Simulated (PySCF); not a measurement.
```csv
atom,x (Å),y (Å),z (Å)
Ti,-0.0513,0.0882,0.6402
H,-0.1821,0.3293,2.3576
N,1.7651,-0.0008,0.1915
C,2.5916,0.7585,-0.6993
C,2.4478,-1.0390,0.9198
H,3.4120,1.2786,-0.1651
H,1.9938,1.5168,-1.2258
H,3.0655,0.1142,-1.4671
H,1.7432,-1.5731,1.5842
H,2.9018,-1.7930,0.2450
H,3.2534,-0.6397,1.5662
N,-0.8695,1.5330,-0.2246
C,-1.9354,1.6201,-1.1785
C,-0.3039,2.7968,0.1728
H,-2.7900,2.2131,-0.7952
H,-2.3054,0.6161,-1.4337
H,-1.6044,2.1039,-2.1194
H,0.5087,2.6437,0.9070
H,0.1268,3.3501,-0.6865
H,-1.0501,3.4570,0.6560
N,-0.9200,-1.5124,0.2036
C,-2.2913,-1.5203,0.6447
C,-0.4881,-2.7096,-0.4549
H,-2.9999,-1.6473,-0.1990
H,-2.5423,-0.5658,1.1439
H,-2.4928,-2.3255,1.3774
H,0.5617,-2.6170,-0.7700
H,-0.5726,-3.5995,0.2005
H,-1.0919,-2.9185,-1.3609
```

Geometry: PBE0-D3(BJ)/def2-SVP.

Theory: PySCF, wB97X-D/def2-SVPD, SCF density, gas phase.

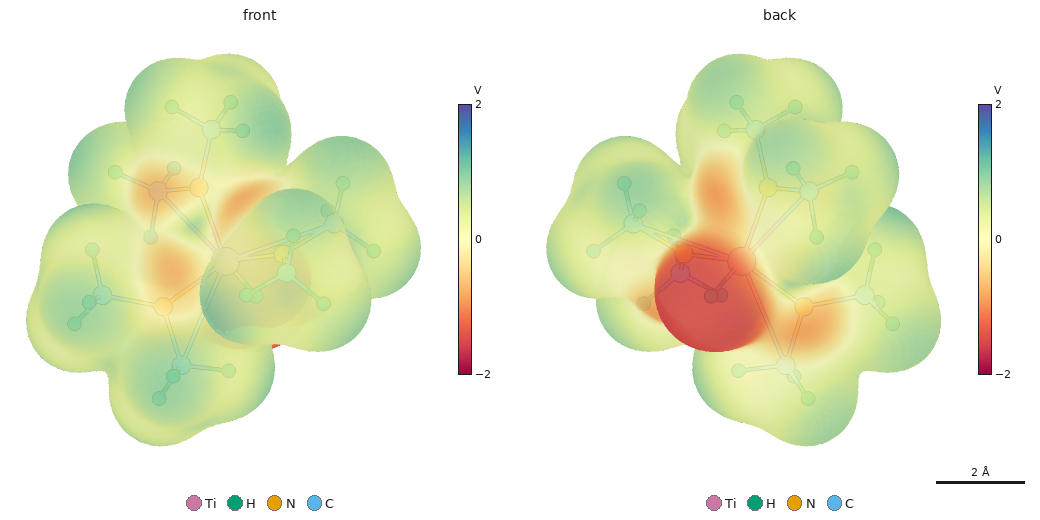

C$_{6}$H$_{19}$N$_{3}$Ti (TiH(NMe2)3). The molecular electrostatic potential painted on the density surface at 0.004 e/bohr³, seen from the front and from behind; red is negative and blue positive.

Q: Where is the surface potential most negative and most positive?

A: The most negative region (about −1.5 V) lies over H2, the most positive (about +1.0 V) over the H atoms.
